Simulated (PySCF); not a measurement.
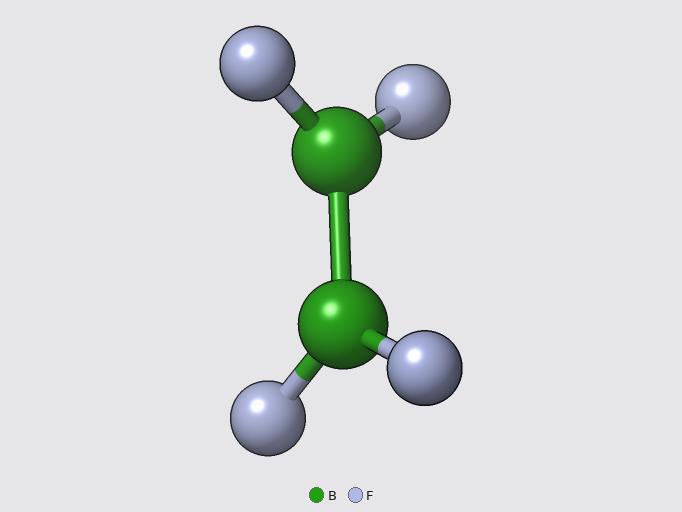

Ball-and-stick drawing of a structure. Every bond is drawn as one stick, whatever its order.

Computed geometry: PBE0-D3(BJ)/def2-SVP optimisation. No frequency run is at hand to confirm it as a minimum.

**Give the formula.**

B₂F₄, 6 atoms: 2 boron and 4 fluorine.

**Give a SMILES string for it.**

FB(F)B(F)F

**Count the bonded pairs by element.**

4 B–F, 1 B–B.

The parts below concern this one geometry. Atoms keep their numbers from picture to picture.

Bond orders

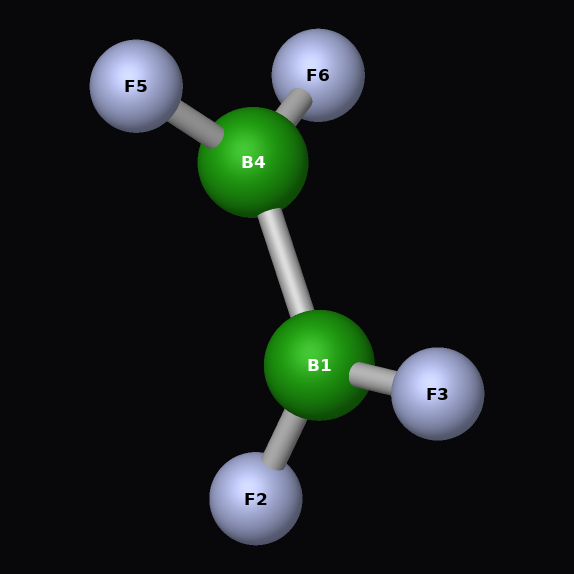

Every bond is drawn as one stick. No frequency run is at hand to confirm it as a minimum. Method: PBE0/pcSseg-1 (PySCF 2.14.0).

**Which bond has the lowest Mayer bond order?**

B1–B4, 0.97, at 1.721 Å.

List the Mayer bond orders of B1–B4, B1–F2, B1–F3 (one bond of each equivalent set). Atoms whose distances differ by more than 0.02 Å in this geometry are listed apart.

| bond | Mayer order | length (Å) |
| --- | --- | --- |
| B1–B4 | 0.97 | 1.721 |
| B1–F2 | 1.12 | 1.318 |
| B1–F3 | 1.12 | 1.317 |

Levels of theory compared

No frequency run is at hand to confirm it as a minimum. Program: PySCF 2.14.0.

Compare HOMO–LUMO gap (eV), HOMO energy (eV) at these levels: B3LYP/pcJ-1; PBE0/pcSseg-1; ωB97X-D/def2-SVPD; ωB97X-D/pcSseg-1.

| level | HOMO–LUMO gap (eV) | HOMO energy (eV) |
| --- | --- | --- |
| B3LYP/pcJ-1 | 8.58 | −9.85 |
| PBE0/pcSseg-1 | 9.07 | −10.09 |
| ωB97X-D/def2-SVPD | 13.00 | −12.15 |
| ωB97X-D/pcSseg-1 | 13.02 | −12.08 |

Excitation

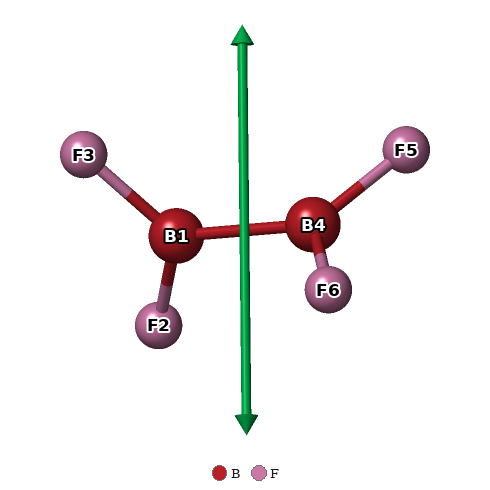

The double arrow shows the direction of the transition dipole to excited singlet state 2 (its length means nothing). No frequency run is at hand to confirm it as a minimum. Method: TDDFT ωB97X-D/def2-SVPD, vertical, gas phase, core orbitals frozen in the response (PySCF 2.14.0).

**Give its energy, strength and character.**

7.93 eV (156 nm), oscillator strength 0.045, mainly HOMO → LUMO+1 (weight 0.96); transition dipole 1.23 D.
